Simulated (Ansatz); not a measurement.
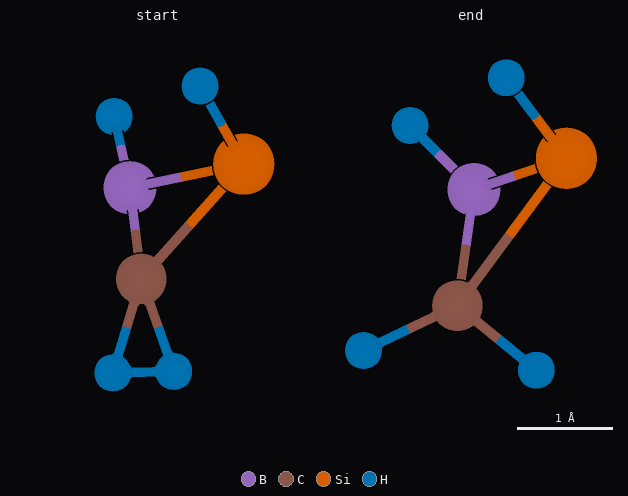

The structure of CH4BSi (multiplicity 2) before (left) and after (right) a relaxation, at one scale.

Style: ball-and-stick. Shown from a free direction.

It is one of the separated reactants of a reaction.

These are results of UKS PBE-D4/def2-SVP (Ansatz), not measurements. Settings: force threshold 0.03 eV/Å; at most 250 steps.

### Describe what moved and what it gained.

The energy falls by 114.5 kcal/mol in 15 accepted moves (17 points after the start). The largest force component goes from 11 to 0.005 eV/Å. The line search rejected the trial steps at points 13, 16 of the run. An H atom moves most after the best rigid fit: 0.73 Å. Largest moves by element: H 0.73 Å, B 0.33 Å, C 0.29 Å, Si 0.12 Å. Some distances before and after: H–H 0.646 → 1.835 Å, C–Si 1.817 → 2.096 Å, B–Si 2.179 → 1.950 Å, B–C 1.379 → 1.493 Å. Bonds break, among them: H–H (0.65 → 1.84 Å). Bond angles that change, for instance: H–C–H 35.1° → 111.8°, C–B–H 174.6° → 137.6°, B–C–H 145.3° → 122.4°. The run took 27 s on 2 threads of Intel Xeon Platinum 8488C (shared host).
